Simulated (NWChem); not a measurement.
# AlH2O (SMILES [O][AlH2]) at UM06-2X/6-311G(d,p)

What is the vertical ionisation energy of AlH2O at UM06-2X/6-311G**? 

The calculation is run with NWChem 7.3.0.

## Step 1: Starting point

AlH2O has 4 atoms, charge 0, and is taken as a doublet. SMILES: `[O][AlH2]`. The coordinates come from a PBE0-D4/def2-TZVP relaxation.

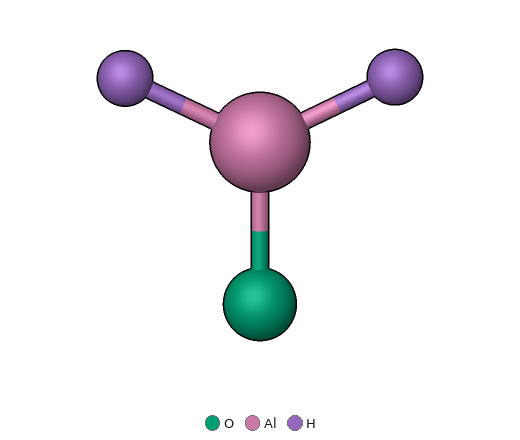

Viewed from a chosen angle; oxygen teal, aluminium pink, hydrogen purple.

## Step 2: The energy at UM06-2X/6-311G(d,p)

Input file alh2o.xyz:

```xyz
4
AlH2O
O      0.062600    -0.856300     1.401400
Al     0.011300     0.029900    -0.080400
H     -1.149600    -0.360800    -1.076000
H      1.131100     1.126800    -0.265300
```

Input file alh2o.nw:

```
start alh2o
title "AlH2O"
memory 2200 mb

geometry units angstroms noautosym nocenter noautoz
  load format xyz alh2o.xyz
end

basis spherical bse
  * library 6-311G**
end

dft
  xc m06-2x
  mult 2
  grid fine
  convergence energy 1e-08
  maxiter 100
  mulliken
  print low
end

task dft energy
```

On the command line:

```sh
$ nwchem alh2o.nw > alh2o.out
```

The program printed, shortened:

```text
[...]
 d= 0,ls=0.0,diis     1   -318.4214475853 -3.62D+02  8.22D-02  4.30D-01     0.6
[...]
 d= 0,ls=0.5,diis    55   -318.7654258621 -8.01D-09  1.21D-07  1.25D-09    28.4
[...]
         Total DFT energy =     -318.765425865327
      One electron energy =     -529.172948681532
           Coulomb energy =      194.543286456287
    Exchange-Corr. energy =      -27.920897783079
 Nuclear repulsion energy =       43.785134142996
[...]
      Total Density - Mulliken Population Analysis
     ---------------------------------------------
    Atom       Charge   Shell Charges
 -----------   ------   -------------------------------------------------------
    1 O    8     8.40   1.09  0.91  0.93  1.05  1.89  0.90  1.65  0.00
    2 Al  13    12.23   0.79  1.18  0.96  1.03  0.77  0.19  2.14  3.77  0.62  0.54  0.05  0.17
    3 H    1     1.19   0.24  0.57  0.38  0.01
    4 H    1     1.19   0.24  0.57  0.38  0.01
[...]
      <S2> =      0.7542 (Exact =     0.7500)
[...]
```

Wall time 30 s (1 thread of Intel Xeon 6975P-C (Granite Rapids), shared host); peak memory 0.11 GiB.

## Step 3: The singlet cation

Input file alh2o.nw:

```
start alh2o
title "AlH2O energy"
memory stack 880 mb heap 220 mb global 1100 mb
charge 1
geometry units angstroms noautosym nocenter noautoz
  O     0.062600   -0.856300    1.401400
  Al    0.011300    0.029900   -0.080400
  H    -1.149600   -0.360800   -1.076000
  H     1.131100    1.126800   -0.265300
end
basis spherical bse
  O library 6-311G**
  Al library 6-311G**
  H library 6-311G**
end
dft
  xc m06-2x
  grid fine
  convergence energy 1e-08
  maxiter 100
  mulliken
  noprint "final vectors analysis"
end
task dft energy
```

On the command line:

```sh
$ nwchem alh2o.nw > alh2o.out
```

The program printed, shortened:

```text
[...]
          Wavefunction type:  closed shell.
          No. of atoms     :     4
          No. of electrons :    22
[...]
          Charge           :     1
          Spin multiplicity:     1
[...]
          AO basis - number of functions:    56
[...]
              XC Information
              --------------
                       M06-2X Method XC Functional
                     Hartree-Fock (Exact) Exchange  0.540
                        M06-2X Exchange Functional  1.000
                      M06-2X Correlation Potential  1.000
[...]
 d= 0,ls=0.0,diis     1   -317.4338525452 -3.61D+02  1.12D-01  6.70D+00     0.4
[...]
 d= 0,ls=0.0,diis    15   -318.2982872351 -1.64D-09  1.11D-07  1.52D-10     4.9
         Total DFT energy =     -318.298287235052
      One electron energy =     -522.269486968168
           Coulomb energy =      187.680742794418
    Exchange-Corr. energy =      -27.494677204299
 Nuclear repulsion energy =       43.785134142996
[...]
      Total Density - Mulliken Population Analysis
     ---------------------------------------------
    Atom       Charge   Shell Charges
 -----------   ------   -------------------------------------------------------
    1 O    8     8.07   1.09  0.91  0.89  1.11  1.83  0.86  1.39  0.00
    2 Al  13    12.16   0.79  1.18  0.96  1.03  0.87  0.12  2.14  3.77  0.62  0.53  0.02  0.13
    3 H    1     0.89   0.20  0.50  0.17  0.01
    4 H    1     0.89   0.20  0.50  0.17  0.01
[...]
```

It took 5.7 s on 1 thread of Intel Xeon 6975P-C (Granite Rapids), shared host; peak memory 0.11 GiB.

## Step 4: What came out

At UM06-2X/6-311G**:

```
                                          quantity          value
                       doublet AlH2O: total energy  -318.76543 Eh
                               doublet AlH2O: ⟨S²⟩          0.754
                      singlet cation: total energy  -318.29829 Eh
vertical ionisation energy (to the singlet cation)      12.711 eV
```

Removing an electron at fixed nuclei costs 12.71 eV (1226 kJ/mol). Only the singlet of the ionised species was computed; a triplet could lie lower. Mulliken charges (doublet AlH2O) run from -0.40 on O1 to +0.77 on Al2. Mulliken charges (singlet cation) run from -0.07 on O1 to +0.84 on Al2; they depend strongly on the basis.
